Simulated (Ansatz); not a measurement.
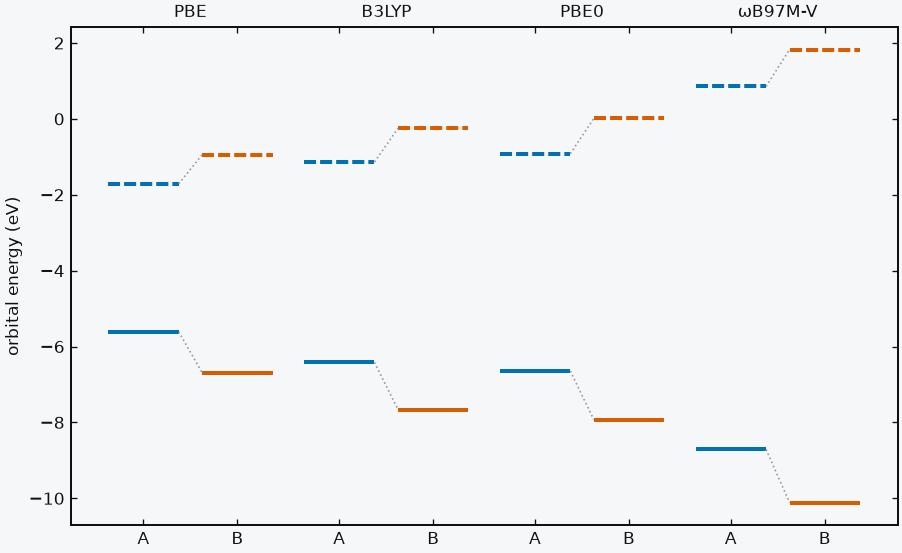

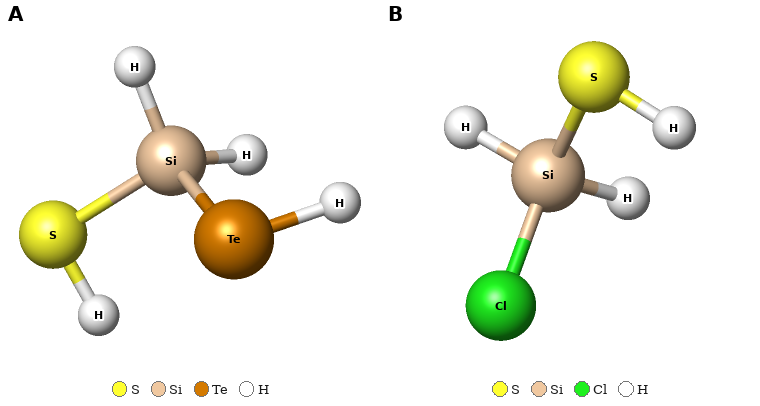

One change: A, SiH₄TeS (SMILES S[SiH2][TeH]), becomes B, SiH₃SCl (SMILES S[SiH2]Cl). TeH on Si is replaced by Cl. HOMO (solid) and LUMO (dashed) computed in def2-TZVPP at PBE0-D4/def2-TZVP geometries, both minima by their frequencies, gas phase, the Ansatz code. Empty levels above zero depend strongly on the basis.

**What does the change do to HOMO and LUMO?**

PBE: the HOMO falls by 1.08 eV, the LUMO rises by 0.77 eV, and the separation goes from 3.90 to 5.75 eV. B3LYP: the HOMO falls by 1.24 eV, the LUMO rises by 0.88 eV, and the separation goes from 5.28 to 7.41 eV. PBE0: the HOMO falls by 1.28 eV, the LUMO rises by 0.93 eV, and the separation goes from 5.73 to 7.94 eV. ωB97M-V: the HOMO falls by 1.40 eV, the LUMO rises by 0.97 eV, and the separation goes from 9.57 to 11.94 eV.

**Do the functionals agree on the effect?**

They agree on the direction for both levels; the HOMO shift lies between −1.40 and −1.08 eV and the LUMO shift between 0.77 and 0.97 eV, while the separations themselves differ by up to 6.2 eV between functionals.

Known limits of this run: core potentials past krypton; spin-orbit coupling is left out, and with Te it can shift these values.
